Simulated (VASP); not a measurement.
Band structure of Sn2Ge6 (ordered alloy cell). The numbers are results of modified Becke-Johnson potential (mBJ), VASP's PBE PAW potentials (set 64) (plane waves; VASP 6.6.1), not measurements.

mBJ is a potential without an energy functional, so only the levels count. Unless said otherwise, spin-orbit coupling is left out, though it shifts the bands of the heavy elements here.

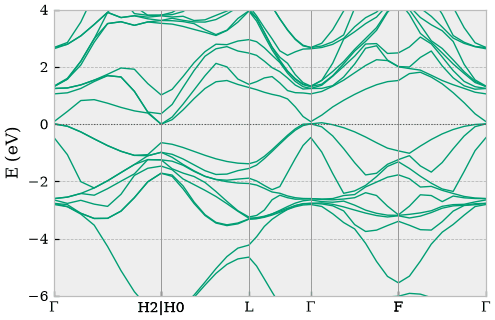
Figure: Bands along high-symmetry lines, zero at the valence-band maximum or, without a gap, the Fermi level

Q: Read the plot: is there a gap, and where are the band edges?

A: It has no gap at this level: it comes out as a metal or semimetal.

The structure was generated: Sn2Ge6 was put into an ordered model structure (R-3m), which need not be its known phase. It was relaxed first, which changed the volume by +6 %. The cell's shape comes from a PBE relaxation.
